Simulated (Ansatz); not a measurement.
## Electronic structure of CF₆OSi (SMILES FC(F)(F)O[Si](F)(F)F) in real space

Input file:

```
crystal:
  periodic: [false, false, false]
  atoms:
    - symbol: C
      position_ang: [0.782057, -0.402237, -1.056953]
    - symbol: F
      position_ang: [0.888831, -1.720727, -1.009129]
    - symbol: F
      position_ang: [-0.298009, -0.102762, -1.781409]
    - symbol: F
      position_ang: [1.844489, 0.087261, -1.661849]
    - symbol: F
      position_ang: [-1.374352, 1.743582, 0.617565]
    - symbol: F
      position_ang: [-1.663997, -0.794452, 1.011634]
    - symbol: F
      position_ang: [-0.136898, 0.606412, 2.585205]
    - symbol: O
      position_ang: [0.690035, 0.117742, 0.182015]
    - symbol: Si
      position_ang: [-0.643655, 0.418880, 1.095921]
basis:
  gaussian:
    orbitals: def2-SVPD
hamiltonian:
  xc: pbe0
output:
  forces: true
  orbitals: {seedname: orbitals}
```

Command:

```sh
ansatz run input.yaml --threads 2 --pin off --max-ram 6090MiB --events-out events.jsonl --progress --plain --runs-dir runs
```

Geometry: PBE0-D4/def2-SVP.

Level of theory: Ansatz, isolated molecule in a Gaussian basis; Kohn-Sham density functional theory, functional PBE0.

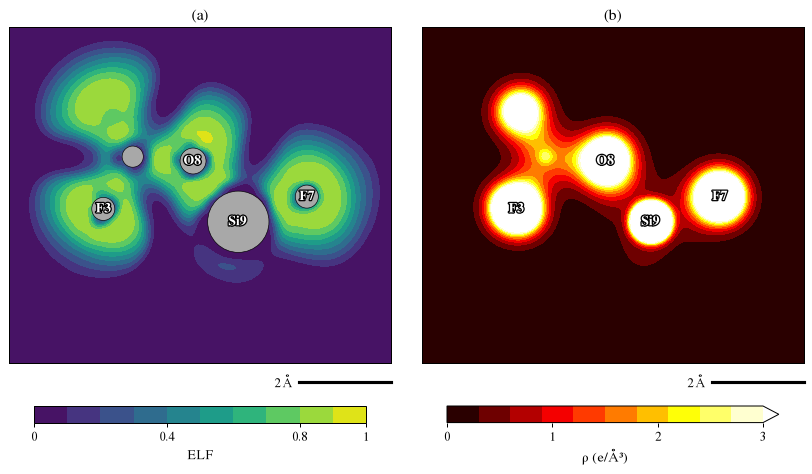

Figure 1. (a) ELF; (b) electron density on the plane of atoms F7, Si9 and O8. Grey discs cover the atomic cores in the ELF map.

**Interpret the plot.**

- The plane passes through F, O and Si nuclei.
- Si–F (1.58 Å): the density is about 1.1 e/Å³ at the midpoint; the ELF peaks at about 0.85 in the valence shell of F, 0.6 Å from its nucleus, and is about 0.50 at the midpoint.
- Si–O (1.64 Å): the density is about 1.1 e/Å³ at the midpoint; the ELF peaks at about 0.85 between the atoms (a shared but strongly polarised pair).
- The ELF also peaks beside F3, F7, O8 and F4, away from the bonds: lone-pair regions.

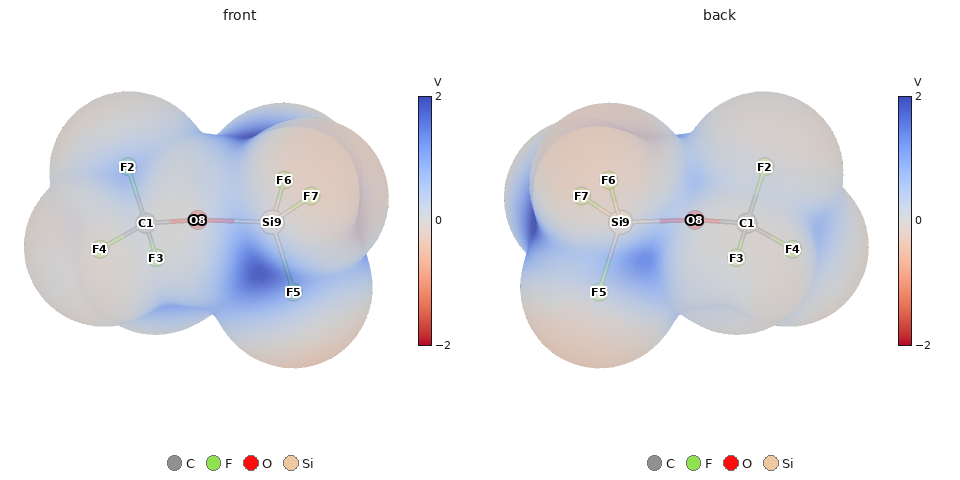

Figure 2. The molecular electrostatic potential painted on the density surface at 0.001 e/bohr³, seen from the front and from behind; the colour scale runs from red (negative) to blue (positive).

**Which sites attract a positive test charge, and which a negative one?**

A positive charge is drawn to the negative regions and a negative charge to the positive ones. The most negative region (about −0.3 V) lies over F5, F6 and F7, the most positive (about +1.9 V, or +44 kcal/mol for a unit charge) over Si9.

**How polar is the molecule by this calculation?**

Its dipole moment is 0.29 D.

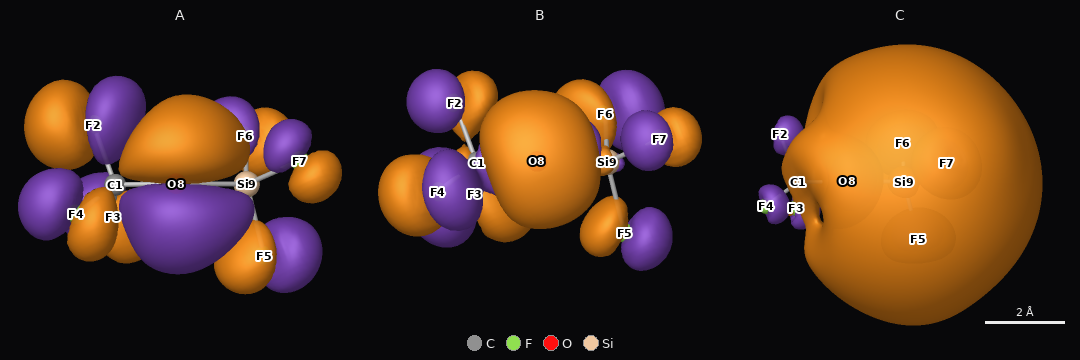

Figure 3. Three frontier orbitals at ±0.04 Å⁻³ᐟ² (orange and purple are the two phases), in no order.

**Order the three orbitals by energy and name them.**

B is the HOMO−1 (−12.11 eV). Its weight (Hirshfeld) is mainly on O8 (about 50 %), F3 (about 20 %) and F4 (about 5 %); largely a combination of lone pairs on O8, F3 and F4. A is the HOMO (−11.64 eV). By Hirshfeld shares it lies mainly on O8 (about 60 %) and F2 (about 15 %). C is the LUMO (−0.39 eV). By Hirshfeld shares it lies mainly on Si9 (about 55 %), F7 (about 10 %), F6 (about 10 %), F5 (about 10 %) and O8 (about 5 %).

**What is the HOMO–LUMO gap?**

11.25 eV between the orbital energies.

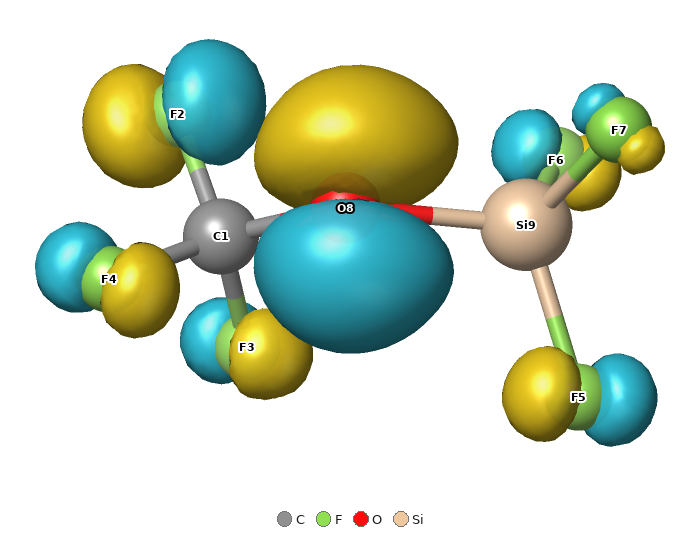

Figure 4. One frontier orbital at ±0.15 Å⁻³ᐟ² (yellow and cyan are the two phases), seen at a tilt.

**Which orbital is it: HOMO or LUMO?**

The HOMO, at −11.64 eV. Its weight (Hirshfeld) is mainly on O8 (about 60 %) and F2 (about 15 %).
